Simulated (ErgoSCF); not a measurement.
**doublet C2HF+, step by step**

Aim: a single-point energy (doublet C2HF+, UOLYP/STO-3G), then the energy (singlet C2HF, OLYP/cc-pVDZ), then a single-point energy (doublet C2HF+, UOLYP/cc-pVDZ), then a single-point energy (singlet C2HF, OLYP/cc-pVTZ), then a single-point energy (doublet C2HF+, UOLYP/cc-pVTZ) of C2HF. 

Program for the calculation: ErgoSCF 3.8.

1 further run of the same task is left out (set aside as unsound or not needed).

## 1. The structure to begin with

The species is C2HF+ (4 atoms), meant as a doublet with charge +1. As SMILES of the parent species, `C#CF`. Geometry: relaxed at PBE0-D4/def2-TZVP. That shape belongs to the parent species and isn't relaxed for this state.

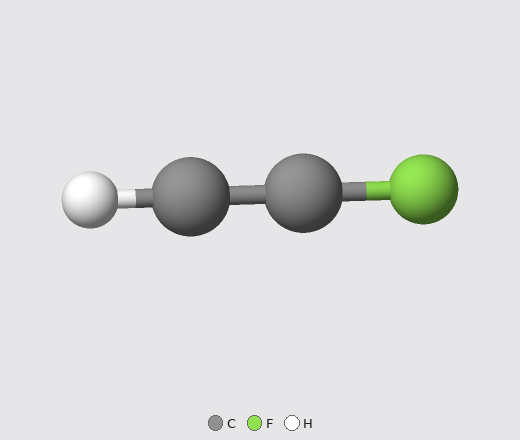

The structure, seen from a chosen angle (carbon grey, fluorine green, hydrogen white).

## 2. The energy at UOLYP/STO-3G (run 1)

run.inp reads:

```
set_nthreads(1)
scf.use_diagonalization = 1
scf.max_number_of_iterations = 70
basis = "STO-3G"
scf.convergence_threshold = 1e-06
tmpdir = "."
charge = 1
spin_polarization = 1
scf.output_mulliken_pop = 1
molecule_inline
C     -0.68224782     0.85625380    -0.54843632
C      0.57309724    -0.71968330     0.46073413
F      1.90975722    -2.39808135     1.53502453
H     -1.80058774     2.26151084    -1.44732234
EOF
run "OLYP"
```

The basis set STO-3G is read from a file made from the Basis Set Exchange's data (not shown).

Command:

```console
$ ergo run.inp
```

The log of the run, shortened:

```text
[...]
INDF Weighted mixed functional:
[...]
INSC Energy   1 =       -143.52243387766
[...]
INDE E_LUMO =         -0.53673181287
[...]
INSC Energy  37 =       -173.79618129280  ( diff     -0.000000000172719 )
[...]
RESC CONVERGED after  37 iterations.
RESC FINAL ENERGY:       -173.79618129280
RESC FINAL <S2> =          0.75177235264
[...]
INSC SCF: dipole_moment_x [atomic units] =       0.22260815
INSC SCF: dipole_moment_y [atomic units] =      -0.27947916
INSC SCF: dipole_moment_z [atomic units] =       0.17887794
[...]
```

Wall time 3 s (1 thread of Arm Neoverse N1, shared host); peak memory 0.26 GiB.

## 3. Singlet neutral C2HF: a single-point energy at OLYP/cc-pVDZ (run 2)

run.inp reads:

```
# C2HF, OLYP
set_nthreads(1)
molecule_inline
C     -0.68224782     0.85625380    -0.54843632
C      0.57309724    -0.71968330     0.46073413
F      1.90975722    -2.39808135     1.53502453
H     -1.80058774     2.26151084    -1.44732234
EOF
scf.max_number_of_iterations = 70
tmpdir = "."
basis = "cc-pVDZ"
scf.convergence_threshold = 1e-06
scf.output_mulliken_pop = 1
scf.use_diagonalization = 1
run "OLYP"
```

The basis set cc-pVDZ is read from a file made from the Basis Set Exchange's data (not shown).

Command:

```console
$ ergo run.inp
```

The log of the run, shortened:

```text
[...]
INDF Weighted mixed functional:
[...]
INSC Energy   1 =        -75.88955029960
[...]
INDE E_LUMO =          0.03663155192
[...]
INSC Energy  33 =       -176.50768301296  ( diff     -0.000000000002217 )
[...]
RESC CONVERGED after  33 iterations.
RESC FINAL ENERGY:       -176.50768301296
[...]
INSC SCF: dipole_moment_x [atomic units] =      -0.05638750
INSC SCF: dipole_moment_y [atomic units] =       0.07102222
INSC SCF: dipole_moment_z [atomic units] =      -0.04530780
[...]
```

Wall time 19 s (1 thread of Arm Neoverse N1, shared host); peak memory 0.26 GiB.

Runs 3 to 4 aren't shown in full; the table further down has their settings and results.

## 4. A single-point energy at UOLYP/cc-pVTZ (run 5)

run.inp reads:

```
set_nthreads(1)
scf.use_diagonalization = 1
scf.max_number_of_iterations = 70
basis = "cc-pVTZ"
scf.convergence_threshold = 1e-06
tmpdir = "."
charge = 1
spin_polarization = 1
scf.output_mulliken_pop = 1
molecule_inline
C     -0.68224782     0.85625380    -0.54843632
C      0.57309724    -0.71968330     0.46073413
F      1.90975722    -2.39808135     1.53502453
H     -1.80058774     2.26151084    -1.44732234
EOF
run "OLYP"
```

The basis set cc-pVTZ is read from a file made from the Basis Set Exchange's data (not shown).

Command:

```console
$ ergo run.inp
```

The log of the run, shortened:

```text
[...]
INDF Weighted mixed functional:
[...]
INSC Energy   1 =        -38.15262173126
[...]
INDE E_LUMO =         -0.55743170605
[...]
INSC Energy  33 =       -176.16116655040  ( diff     -0.000000000070514 )
[...]
RESC CONVERGED after  33 iterations.
RESC FINAL ENERGY:       -176.16116655040
RESC FINAL <S2> =          0.75210682796
[...]
INSC SCF: dipole_moment_x [atomic units] =      -0.01353881
INSC SCF: dipole_moment_y [atomic units] =       0.01695878
INSC SCF: dipole_moment_z [atomic units] =      -0.01089357
[...]
```

Run time: 3.7 min. Hardware: 1 thread of Arm Neoverse N1, shared host; peak memory 0.42 GiB.

## 5. The series

| run | level | partner | energy (Eh) | ⟨S²⟩ | wall time |
| --- | --- | --- | --- | --- | --- |
| 1 | UOLYP/STO-3G | cation | -173.796181 | 0.752 | 3 s |
| 2 | OLYP/cc-pVDZ | base | -176.507683 | – | 19 s |
| 3 | UOLYP/cc-pVDZ | cation | -176.107420 | 0.752 | 19 s |
| 4 | OLYP/cc-pVTZ | base | -176.564277 | – | 3.3 min |
| 5 | UOLYP/cc-pVTZ | cation | -176.161167 | 0.752 | 3.7 min |

## 6. Outcome

```
                                                        quantity          value
                              run 5, UOLYP/cc-pVTZ: total energy  -176.16117 Eh
                                      run 5, UOLYP/cc-pVTZ: ⟨S²⟩          0.752
vertical ionisation energy (to the doublet cation), OLYP/cc-pVDZ      10.892 eV
vertical ionisation energy (to the doublet cation), OLYP/cc-pVTZ      10.969 eV
```

At OLYP/cc-pVDZ: removing an electron at fixed nuclei costs 10.89 eV (251 kcal/mol). At OLYP/cc-pVTZ: the vertical ionisation energy comes to 10.97 eV (1058 kJ/mol). In run 1 the basis is minimal, so the values are rough. All runs together took 7.7 min, the longest 3.7 min.
